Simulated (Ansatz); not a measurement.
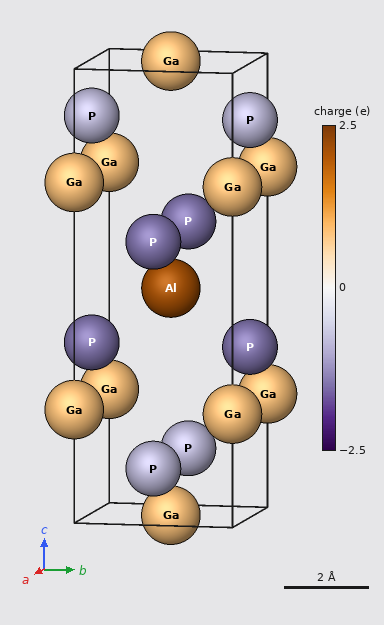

We look at a spheres-only model of the crystal slightly off an axis. The box is the simulation cell; atoms on or close to its faces, edges and corners are drawn wherever they repeat. The atoms of this AlGa$_{3}$P$_{4}$ cell are coloured by their Bader charge.

Calculation details: DFT PBE, scalar-relativistic, plane waves, PAW in Ansatz 0.2.0; plane waves up to 420 eV, k-point mesh 8×8×4, Gaussian smearing of 0.02 eV, no spin polarisation.

What do the colours say about charge transfer?

Most positive: Al; most negative: P. Charges: about Al +2.1 e; Ga +0.8 e; P -1.5 to -0.8 e. The transfer is large, as in an ionic solid.

The cell started as a structure type filled with these elements by a generator (whether the compound takes this form wasn't checked). Earlier steps of the study may have refined or changed the cell and positions. Ansatz was used for an electronic-structure calculation on it.
